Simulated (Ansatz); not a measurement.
# CRu: the cost of one run

Computed with Ansatz 0.2.0 (the levels named in each step, unless a step's input says otherwise).

### Step 1. The starting structure

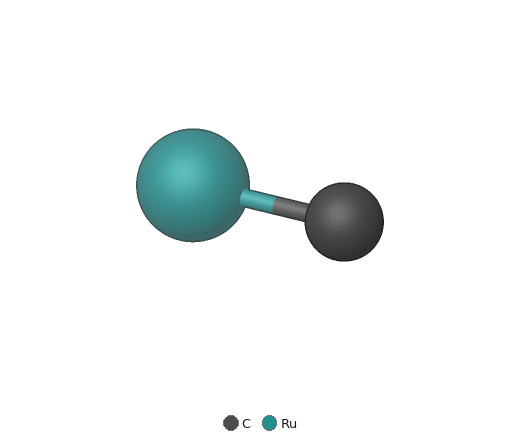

Start, viewed from a chosen angle; carbon dark grey, ruthenium teal.

Structure file:

```xyz
2

C     0.0000    0.0000    0.0000
Ru    0.0000    0.0000    1.7590
```

### Step 2. A rough first relaxation, PBE-D4/def2-SVP

This run stands in another session on the same molecule. It ended at:

```xyz
2

C     0.0000    0.0000    0.0750
Ru    0.0000    0.0000    1.6840
```

### Step 3. Relaxation, PBE0-D4/def2-TZVPP

This run stands in another session on the same molecule. It ended at:

```xyz
2

C     0.0000    0.0000    0.0931
Ru    0.0000    0.0000    1.6659
```

### Step 4. Bond length 1.3841 Å, PBE0-D4/def2-QZVPP

Input file input.yaml:

```yaml
crystal:
  periodic: [false, false, false]
  atoms:
    - { symbol: C, position_ang: [0.0, 0.0, 0.0] }
    - { symbol: Ru, position_ang: [0.0, 0.0, 1.3841] }
basis:
  gaussian: { orbitals: def2-QZVPP.json }
hamiltonian:
  xc: pbe0
  dispersion: d4
```

Launch:

```
$ ansatz run input.yaml --threads 2 --pin off --max-ram 5120MiB --backend cpu --events-out ev --progress --plain --runs-dir out
```

What time and memory should one allow on 2 threads of Intel Xeon Platinum 8488C (Sapphire Rapids), shared host?

About 1.7 s, with a peak of 0.21 GiB.
